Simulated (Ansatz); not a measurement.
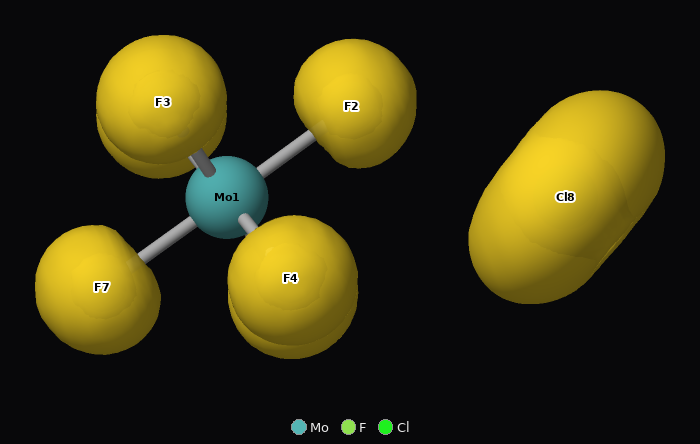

The picture shows: F₆Mo···Cl (doublet). Isosurface of the electron localisation function at 0.75 (yellow), seen across its widest extent. Only the valence region is drawn (cores and ρ < 0.01 e/Å³ removed).

Core potentials replace the inner electrons of Mo.

Method: UKS PBE/def2-SVP (Ansatz).

Input file:

```
crystal:
  periodic: [false, false, false]
  atoms:
    - { symbol: Mo, position_ang: [-0.001457, 0.001589, -0.353328] }
    - { symbol: F, position_ang: [0.411811, -0.41295, 2.55099] }
    - { symbol: F, position_ang: [1.839336, 0.093425, -0.115077] }
    - { symbol: F, position_ang: [-0.001053, 1.734625, 0.335937] }
    - { symbol: F, position_ang: [-1.734496, 0.000871, 0.336081] }
    - { symbol: F, position_ang: [-0.093235, -1.839232, -0.115037] }
    - { symbol: F, position_ang: [0.016904, -0.016875, -2.167481] }
    - { symbol: Cl, position_ang: [-0.43781, 0.438549, 3.597915] }
magnetization:
  spin_polarized: true
  initial_magnetization: 1
basis:
  gaussian: { orbitals: def2-SVP }
hamiltonian:
  xc: pbe
relax:
  f_tol: 0.03
  max_steps: 50
output:
  orbitals: {}
```

Launched as:

```sh
ansatz run input.yaml --threads 4 --pin off --max-ram 5120MiB --backend cpu --events-out ev --progress --plain --runs-dir out
```

The fields are those of the run's last geometry, not of the input's.

Describe the localisation domains.

At this value the surface marks out one region wrapped around Cl (its valence shell) and six regions wrapped around F (the valence shell of each). Along the contacts the grid gives the following. Cl8···F2 (2.78 Å): the ELF dips to about 0.05 between them. Mo–F (1.84 Å): the ELF peaks at about 0.85 in the valence shell of F, 0.5 Å from its nucleus, and drops to about 0.25 between the two atoms.
